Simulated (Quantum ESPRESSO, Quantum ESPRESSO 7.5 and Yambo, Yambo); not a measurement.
**Quasiparticle gap of SnTe (Fm-3m) in Yambo**

Wanted: ground state, empty states, screening and self-energy for SnTe (Fm-3m).

Program: Quantum ESPRESSO 7.5 and Yambo 5.3.0. Level of theory: PBE and many-body steps on it, plane waves. Results are calculated unless marked as measured.

The database entry behind the starting cell differs from later determinations by our own check (about 0.3 % short), so it need not match the best structure at ambient conditions.

### 1. The structure

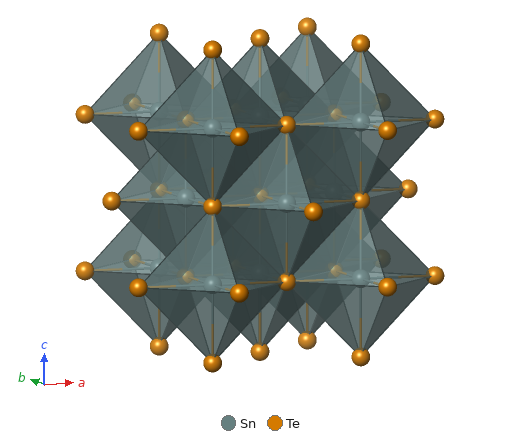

Start, viewed slightly off an axis; tin teal, tellurium orange. This picture shows the conventional cell, with its axes. Some periodic images of atoms are drawn too.

The cell and positions come from the Crystallography Open Database and are kept as given unless a step says otherwise. Spin-orbit coupling is left out unless a step names it.

### 2. Ground state

This step: Quantum ESPRESSO 7.5; DFT, PBE, plane waves, norm-conserving pseudopotentials.

The ground-state density comes first.

Contents of pw.in:

```
&control
  calculation = 'scf'
  prefix = 'x'
  outdir = 'o'
  pseudo_dir = 'pseudo'
/
&system
  ibrav = 0
  nat = 2
  ntyp = 2
  ecutwfc = 88.0
  nbnd = 28
  force_symmorphic = .true.
/
&electrons
  conv_thr = 1e-10
  electron_maxstep = 80
  mixing_beta = 0.5
/
ATOMIC_SPECIES
  Sn 118.71 Sn.upf
  Te 127.6 Te.upf
CELL_PARAMETERS angstrom
  -0.0000000000 3.1508500000 3.1508500000
  3.1508500000 -0.0000000000 3.1508500000
  3.1508500000 3.1508500000 -0.0000000000
ATOMIC_POSITIONS crystal
  Sn 0.0000000000 0.0000000000 0.0000000000
  Te 0.5000000000 0.5000000000 0.5000000000
K_POINTS automatic
  6 6 6 0 0 0
```

Run with:

```sh
$ OMP_NUM_THREADS=1 mpirun -n 4 pw.x -nk 4 -in pw.in > pw.out
```

What it wrote:

```text
Program PWSCF v.7.5 starts

     This program is part of the open-source Quantum ESPRESSO suite
     for quantum simulation of materials; please cite
         "P. Giannozzi et al., J. Phys.:Condens. Matter 21 395502 (2009);
         "P. Giannozzi et al., J. Phys.:Condens. Matter 29 465901 (2017);
         "P. Giannozzi et al., J. Chem. Phys. 152 154105 (2020);
     in publications or presentations arising from this work. More details at
     Message from routine setup:
     using ibrav=0 with symmetry is DISCOURAGED, use correct ibrav instead

     G-vector sticks info

     bravais-lattice index     =            0
     lattice parameter (alat)  =       8.4206  a.u.
     unit-cell volume          =     422.1918 (a.u.)^3
     number of atoms/cell      =            2
     number of atomic types    =            2
     number of electrons       =        46.00
     number of Kohn-Sham states=           28
     kinetic-energy cutoff     =      88.0000  Ry
     charge density cutoff     =     352.0000  Ry
     scf convergence threshold =      1.0E-10
     mixing beta               =       0.5000
     number of iterations used =            8  plain     mixing
     Exchange-correlation= PBE
                           (   1   4   3   4   0   0   0)

     celldm(1)=   8.420572  celldm(2)=   0.000000  celldm(3)=   0.000000
     celldm(4)=   0.000000  celldm(5)=   0.000000  celldm(6)=   0.000000

     crystal axes: (cart. coord. in units of alat)
               a(1) = (  -0.000000   0.707107   0.707107 )
               a(2) = (   0.707107  -0.000000   0.707107 )
               a(3) = (   0.707107   0.707107  -0.000000 )

     reciprocal axes: (cart. coord. in units 2 pi/alat)
               b(1) = ( -0.707107  0.707107  0.707107 )
               b(2) = (  0.707107 -0.707107  0.707107 )
               b(3) = (  0.707107  0.707107 -0.707107 )
     Pseudo is Norm-conserving + core correction, Zval = 22.0
     Generated using ONCVPSP code by D. R. Hamann
     Using radial grid of 1628 points,  6 beta functions with:
     Pseudo is Norm-conserving + core correction, Zval = 24.0
     Generated using ONCVPSP code by D. R. Hamann
     Using radial grid of 1294 points,  8 beta functions with:
     Sn               22.00   118.71000     Sn( 1.00)
     Te               24.00   127.60000     Te( 1.00)

     48 Sym. Ops., with inversion, found

   Cartesian axes

     site n.     atom                  positions (alat units)
         1        Sn     tau(   1) = (   0.0000000   0.0000000   0.0000000  )
         2        Te     tau(   2) = (   0.7071068   0.7071068   0.7071068  )

     number of k points=    16
                       cart. coord. in units 2pi/alat
        k(    1) = (   0.0000000   0.0000000   0.0000000), wk =   0.0092593
        k(    2) = (   0.1178511   0.1178511  -0.1178511), wk =   0.0740741
        k(    3) = (   0.2357023   0.2357023  -0.2357023), wk =   0.0740741
        k(    4) = (  -0.3535534  -0.3535534   0.3535534), wk =   0.0370370
        k(    5) = (   0.2357023   0.0000000  -0.0000000), wk =   0.0555556
        k(    6) = (   0.3535534   0.1178511  -0.1178511), wk =   0.2222222
        k(    7) = (  -0.2357023  -0.4714045   0.4714045), wk =   0.2222222
        k(    8) = (  -0.1178511  -0.3535534   0.3535534), wk =   0.2222222
        k(    9) = (   0.0000000  -0.2357023   0.2357023), wk =   0.1111111
        k(   10) = (   0.4714045   0.0000000  -0.0000000), wk =   0.0555556
     [... 4 further rows ...]
        k(   15) = (  -0.1178511  -0.3535534   0.5892557), wk =   0.2222222
        k(   16) = (  -0.7071068   0.2357023   0.0000000), wk =   0.1111111

     Dense  grid:    47183 G-vectors     FFT dimensions: (  54,  54,  54)

     Initial potential from superposition of free atoms

     starting charge      45.9983, renormalised to      46.0000
     Starting wfcs are   26 randomized atomic wfcs +    2 random wfcs

     per-process dynamical memory:    42.9 Mb

     Self-consistent Calculation

     iteration #  1     ecut=    88.00 Ry     beta= 0.50

     Threshold (ethr) on eigenvalues was too large:
     Diagonalizing with lowered threshold

     total energy              =   -1004.17162930 Ry
     estimated scf accuracy    <       0.01657360 Ry

     iteration #  2     ecut=    88.00 Ry     beta= 0.50

     total energy              =   -1004.17503977 Ry
     estimated scf accuracy    <       0.00163190 Ry

     iteration #  3     ecut=    88.00 Ry     beta= 0.50

     total energy              =   -1004.17532841 Ry
     estimated scf accuracy    <       0.00031498 Ry

     iteration #  4     ecut=    88.00 Ry     beta= 0.50

     total energy              =   -1004.17534826 Ry
     estimated scf accuracy    <       0.00001189 Ry

     iteration #  5     ecut=    88.00 Ry     beta= 0.50

     total energy              =   -1004.17535009 Ry
     estimated scf accuracy    <       0.00000042 Ry

     iteration #  6     ecut=    88.00 Ry     beta= 0.50

     total energy              =   -1004.17535021 Ry
     estimated scf accuracy    <       0.00000002 Ry

     iteration #  7     ecut=    88.00 Ry     beta= 0.50

     total energy              =   -1004.17535021 Ry
     estimated scf accuracy    <          4.2E-09 Ry

     iteration #  8     ecut=    88.00 Ry     beta= 0.50

     total energy              =   -1004.17535022 Ry
     estimated scf accuracy    <          3.1E-10 Ry

     iteration #  9     ecut=    88.00 Ry     beta= 0.50

     End of self-consistent calculation

          k = 0.0000 0.0000 0.0000 (  5961 PWs)   bands (ev):

  -148.3226-118.5147 -98.3463 -98.3463 -98.3463 -74.2890 -74.2890 -74.2890
   -25.6108 -25.6108 -25.6075 -25.6075 -25.6075 -10.4585 -10.4585 -10.4542
   -10.4542 -10.4542  -1.3370   6.7833   9.3285   9.3285   9.3285  14.8236
    14.8236  14.8236  16.2477  16.2478

          k = 0.1179 0.1179-0.1179 (  5907 PWs)   bands (ev):

  -148.3226-118.5147 -98.3463 -98.3463 -98.3463 -74.2890 -74.2890 -74.2890
   -25.6102 -25.6102 -25.6069 -25.6067 -25.6067 -10.4597 -10.4597 -10.4537
   -10.4524 -10.4524  -1.1058   5.6641   9.3709   9.3709  10.0751  13.7744
    13.7744  13.8235  16.2424  16.8120

          k = 0.2357 0.2357-0.2357 (  5888 PWs)   bands (ev):

  -148.3226-118.5147 -98.3463 -98.3463 -98.3463 -74.2890 -74.2890 -74.2890
   -25.6101 -25.6101 -25.6063 -25.6061 -25.6061 -10.4628 -10.4628 -10.4528
   -10.4488 -10.4488  -0.5045   3.9874   9.5245   9.5245  10.8699  12.4251
    12.4251  12.4830  17.3580  18.3543

          k =-0.3536-0.3536 0.3536 (  5900 PWs)   bands (ev):

     [... further k-points ...]

     highest occupied, lowest unoccupied level (ev):    11.4833   11.5768

!    total energy              =   -1004.17535022 Ry
     estimated scf accuracy    <          2.2E-12 Ry

     The total energy is the sum of the following terms:
     one-electron contribution =    -717.05193140 Ry
     hartree contribution      =     343.94690988 Ry
     xc contribution           =    -126.32848664 Ry
     ewald contribution        =    -504.74184207 Ry

     convergence has been achieved in   9 iterations

     XML data file, charge density, pseudopotentials, collected wavefunctions

=------------------------------------------------------------------------------=
   JOB DONE.
=------------------------------------------------------------------------------=
```

It took 17 s on 4 MPI ranks of Arm Neoverse V1, shared host; peak memory 0.37 GiB; 66 s of CPU time.

This step gave:

```yaml
total_energy: -13662.5017 eV
gap: 0.09347 eV
k_of_the_valence_top: 0, 0, -0.5
k_of_the_conduction_bottom: 0, 0, -0.5
least_direct_gap: 0.09347 eV
```

The gap is direct, at (0.000, 0.000, -0.500).

### 3. Bands along the symmetry lines

The cheap functional maps the bands first; the places of the edges decide which points the dearer methods must see.

Contents of pw.in:

```
&control
  calculation = 'bands'
  prefix = 'x'
  outdir = 'o'
  pseudo_dir = 'pseudo'
/
&system
  ibrav = 0
  nat = 2
  ntyp = 2
  ecutwfc = 88.0
  nbnd = 29
  force_symmorphic = .true.
/
&electrons
  conv_thr = 1e-9
  electron_maxstep = 80
  diago_full_acc = .true.
  diago_thr_init = 5e-6
/
ATOMIC_SPECIES
  Sn 118.71 Sn.upf
  Te 127.6 Te.upf
CELL_PARAMETERS angstrom
  -0.0000000000 3.1508500000 3.1508500000
  3.1508500000 -0.0000000000 3.1508500000
  3.1508500000 3.1508500000 -0.0000000000
ATOMIC_POSITIONS crystal
  Sn 0.0000000000 0.0000000000 0.0000000000
  Te 0.5000000000 0.5000000000 0.5000000000
K_POINTS crystal
  50
  0.00000000 0.00000000 0.00000000 1
  0.06250000 0.00000000 0.06250000 1
  0.12500000 0.00000000 0.12500000 1
  0.18750000 0.00000000 0.18750000 1
  0.25000000 0.00000000 0.25000000 1
  0.31250000 0.00000000 0.31250000 1
  0.37500000 0.00000000 0.37500000 1
  0.43750000 0.00000000 0.43750000 1
  0.50000000 0.00000000 0.50000000 1
  0.51562500 0.03125000 0.51562500 1
  0.53125000 0.06250000 0.53125000 1
  0.54687500 0.09375000 0.54687500 1
  0.56250000 0.12500000 0.56250000 1
  0.57812500 0.15625000 0.57812500 1
  0.59375000 0.18750000 0.59375000 1
  0.60937500 0.21875000 0.60937500 1
  0.62500000 0.25000000 0.62500000 1
  0.37500000 0.37500000 0.75000000 1
  0.32812500 0.32812500 0.65625000 1
  0.28125000 0.28125000 0.56250000 1
  0.23437500 0.23437500 0.46875000 1
  0.18750000 0.18750000 0.37500000 1
  0.14062500 0.14062500 0.28125000 1
  0.09375000 0.09375000 0.18750000 1
  0.04687500 0.04687500 0.09375000 1
  0.00000000 0.00000000 0.00000000 1
  0.06250000 0.06250000 0.06250000 1
  0.12500000 0.12500000 0.12500000 1
  0.18750000 0.18750000 0.18750000 1
  0.25000000 0.25000000 0.25000000 1
  0.31250000 0.31250000 0.31250000 1
  0.37500000 0.37500000 0.37500000 1
  0.43750000 0.43750000 0.43750000 1
  0.50000000 0.50000000 0.50000000 1
  0.50000000 0.46875000 0.53125000 1
  0.50000000 0.43750000 0.56250000 1
  0.50000000 0.40625000 0.59375000 1
  0.50000000 0.37500000 0.62500000 1
  0.50000000 0.34375000 0.65625000 1
  0.50000000 0.31250000 0.68750000 1
  0.50000000 0.28125000 0.71875000 1
  0.50000000 0.25000000 0.75000000 1
  0.50000000 0.21875000 0.71875000 1
  0.50000000 0.18750000 0.68750000 1
  0.50000000 0.15625000 0.65625000 1
  0.50000000 0.12500000 0.62500000 1
  0.50000000 0.09375000 0.59375000 1
  0.50000000 0.06250000 0.56250000 1
  0.50000000 0.03125000 0.53125000 1
  0.50000000 0.00000000 0.50000000 1
```

What it wrote:

```text
[banner, memory and clock lines left out]
Program PWSCF v.7.5 starts

     Atomic positions and unit cell read from directory:
     o/x.save/

     Message from routine setup:
     using ibrav=0 with symmetry is DISCOURAGED, use correct ibrav instead

     G-vector sticks info

     bravais-lattice index     =            0
     lattice parameter (alat)  =       8.4206  a.u.
     unit-cell volume          =     422.1918 (a.u.)^3
     number of atoms/cell      =            2
     number of atomic types    =            2
     number of electrons       =        46.00
     number of Kohn-Sham states=           29
     kinetic-energy cutoff     =      88.0000  Ry
     charge density cutoff     =     352.0000  Ry
     Exchange-correlation= PBE
                           (   1   4   3   4   0   0   0)

     celldm(1)=   8.420572  celldm(2)=   0.000000  celldm(3)=   0.000000
     celldm(4)=   0.000000  celldm(5)=   0.000000  celldm(6)=   0.000000

     crystal axes: (cart. coord. in units of alat)
               a(1) = (  -0.000000   0.707107   0.707107 )
               a(2) = (   0.707107  -0.000000   0.707107 )
               a(3) = (   0.707107   0.707107  -0.000000 )

     reciprocal axes: (cart. coord. in units 2 pi/alat)
               b(1) = ( -0.707107  0.707107  0.707107 )
               b(2) = (  0.707107 -0.707107  0.707107 )
               b(3) = (  0.707107  0.707107 -0.707107 )
     Pseudo is Norm-conserving + core correction, Zval = 22.0
     Generated using ONCVPSP code by D. R. Hamann
     Using radial grid of 1628 points,  6 beta functions with:
     Pseudo is Norm-conserving + core correction, Zval = 24.0
     Generated using ONCVPSP code by D. R. Hamann
     Using radial grid of 1294 points,  8 beta functions with:
     Sn               22.00   118.71000     Sn( 1.00)
     Te               24.00   127.60000     Te( 1.00)

     48 Sym. Ops., with inversion, found

   Cartesian axes

     site n.     atom                  positions (alat units)
         1        Sn     tau(   1) = (   0.0000000   0.0000000   0.0000000  )
         2        Te     tau(   2) = (   0.7071068   0.7071068   0.7071068  )

     number of k points=    50
                       cart. coord. in units 2pi/alat
        k(    1) = (   0.0000000   0.0000000   0.0000000), wk =   0.0400000
        k(    2) = (   0.0000000   0.0883883   0.0000000), wk =   0.0400000
        k(    3) = (   0.0000000   0.1767767   0.0000000), wk =   0.0400000
[...]
[... 38 further rows ...]
        k(   49) = (   0.0441942   0.7071068   0.0000000), wk =   0.0400000
        k(   50) = (   0.0000000   0.7071068   0.0000000), wk =   0.0400000

     Dense  grid:    47183 G-vectors     FFT dimensions: (  54,  54,  54)

     The potential is recalculated from file :
     o/x.save/charge-density

     Starting wfcs are   26 randomized atomic wfcs +    3 random wfcs

     Band Structure Calculation

     End of band structure calculation

          k = 0.0000 0.0000 0.0000 (  5961 PWs)   bands (ev):

  -148.3226-118.5147 -98.3463 -98.3463 -98.3463 -74.2890 -74.2890 -74.2890
   -25.6109 -25.6109 -25.6075 -25.6075 -25.6075 -10.4585 -10.4585 -10.4542
   -10.4542 -10.4542  -1.3370   6.7833   9.3285   9.3285   9.3285  14.8236
    14.8236  14.8236  16.2478  16.2478  16.2478

          k = 0.0000 0.0884 0.0000 (  5909 PWs)   bands (ev):

  -148.3226-118.5147 -98.3463 -98.3463 -98.3463 -74.2890 -74.2890 -74.2890
   -25.6104 -25.6104 -25.6071 -25.6069 -25.6069 -10.4590 -10.4581 -10.4542
[...]
14.8297  14.8297  15.9761  16.4842  16.4842

          k = 0.0000 0.1768 0.0000 (  5910 PWs)   bands (ev):

  -148.3226-118.5147 -98.3463 -98.3463 -98.3463 -74.2890 -74.2890 -74.2890
[...]
14.8978  14.8978  15.4537  17.1128  17.1128

          k =-0.0000 0.2652 0.0000 (  5906 PWs)   bands (ev):

[...]
k = 0.0000 0.4419-0.0000 (  5882 PWs)   bands (ev):

[...]
k =-0.0000 0.5303 0.0000 (  5874 PWs)   bands (ev):

[...]
k = 0.0000 0.6187-0.0000 (  5882 PWs)   bands (ev):

[...]
k = 0.4640 0.4640-0.0000 (  5890 PWs)   bands (ev):

[...]
k = 0.3315 0.3315-0.0000 (  5883 PWs)   bands (ev):

[...]
k = 0.3094 0.7071-0.0000 (  5872 PWs)   bands (ev):

[...]
k = 0.2210 0.7071-0.0000 (  5880 PWs)   bands (ev):

[...]
k = 0.1768 0.7071-0.0000 (  5884 PWs)   bands (ev):

[...]
k = 0.0442 0.7071 0.0000 (  5882 PWs)   bands (ev):

  -148.3226-118.5147 -98.3463 -98.3463 -98.3463 -74.2890 -74.2890 -74.2890
[...]
16.2265  16.4131  17.8276  20.7343  21.7043

          k = 0.0000 0.7071 0.0000 (  5874 PWs)   bands (ev):

  -148.3226-118.5147 -98.3463 -98.3463 -98.3463 -74.2890 -74.2890 -74.2890
   -25.6108 -25.6094 -25.6072 -25.6050 -25.6050 -10.4765 -10.4577 -10.4535
   -10.4431 -10.4431   0.2425   4.9995   5.8951   7.7289   7.7289  13.6539
    16.3970  16.3970  17.8573  20.6210  22.0565

     XML data file, pseudopotentials, collected wavefunctions
```

Wall time 10 s (4 MPI ranks); peak memory 0.29 GiB; 42 s of CPU time.

Numbers from this step:

* gap: 0.09347 eV
* k of the valence top: 0.5, 0.5, 0.5
* k of the conduction bottom: 0.5, 0.5, 0.5
* least direct gap: 0.09347 eV

The gap is 0.093 eV, as in the run before at this level.

Electronic bands along the path, in eV, zero at the top of the highest filled band:

| point | band 20 | band 21 | band 22 | band 23 | band 24 | band 25 | band 26 | band 27 |
| --- | --- | --- | --- | --- | --- | --- | --- | --- |
| Γ | -4.70 | -2.15 | -2.15 | -2.15 | 3.34 | 3.34 | 3.34 | 4.76 |
| X | -6.48 | -5.59 | -3.75 | -3.75 | 2.17 | 4.91 | 4.91 | 6.37 |
| U | -7.44 | -5.19 | -3.26 | -2.73 | 3.01 | 3.08 | 4.19 | 5.55 |
| jump to K | -7.44 | -5.19 | -3.26 | -2.73 | 3.01 | 3.08 | 4.19 | 5.55 |
| Γ | -4.70 | -2.15 | -2.15 | -2.15 | 3.34 | 3.34 | 3.34 | 4.76 |
| L | -8.35 | -1.82 | -1.82 | 0.00 | 0.09 | 0.36 | 0.36 | 7.76 |
| W | -7.38 | -4.84 | -4.84 | -0.84 | 0.84 | 4.62 | 4.62 | 6.06 |
| X | -6.48 | -5.59 | -3.75 | -3.75 | 2.17 | 4.91 | 4.91 | 6.37 |

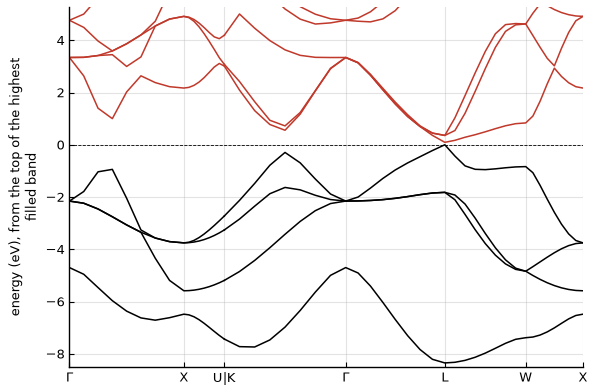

Electronic bands along the path; lines of filled and empty bands in two colours.

(Part 1 of 3 ends here.)

[Paths, hosts, dates, memory and timing lines, banners, echoed tables and standing remarks are left out of the program output.]

[Logs are printed without paths, hosts, clocks, repeated set-up lines and the standing remarks that a program may print on its own settings, such as how far it seeks lower states.]

[Runs of the session that timed out or met a known fault of the program may be left out.]

[Hosts, paths, dates, database ids (printed as entryN), source tags and the programs' standing remarks are cut or masked in the printed files.]
